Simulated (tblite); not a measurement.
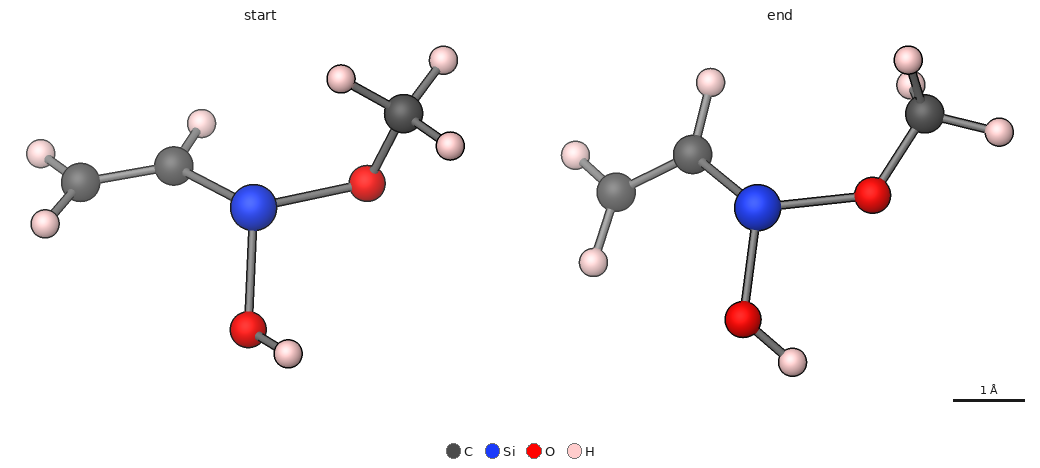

The structure of C3H7O2Si (multiplicity 2) before (left) and after (right) a relaxation, at one scale.

A ball-and-stick model, seen at a tilt.

Computed with tblite 0.8.0, GFN2-xTB geometry optimisation, gas phase. 

What changed between the two?

The energy falls by 91.0 kJ/mol in 130 geometry steps. The largest move after the best rigid fit is that of an H atom, 1.06 Å. Largest moves by element: H 1.06 Å, O 0.98 Å, Si 0.46 Å, C 0.39 Å. Among the contacts that change: O–Si 1.737 → 1.620 Å, O–Si 1.739 → 1.641 Å, C–Si 1.816 → 1.861 Å, H–O 0.995 → 0.959 Å. Among the angles between lasting bonds that change: Si–O–C 107.0° → 128.4°, C–Si–O 106.7° → 116.1°, Si–O–H 110.6° → 119.3°. Groups turn about O–Si by about 85°, C–O by about 80°, O–Si by about 55°. Cost: 0.73 s on 1 thread of Arm Neoverse V1 (shared host).
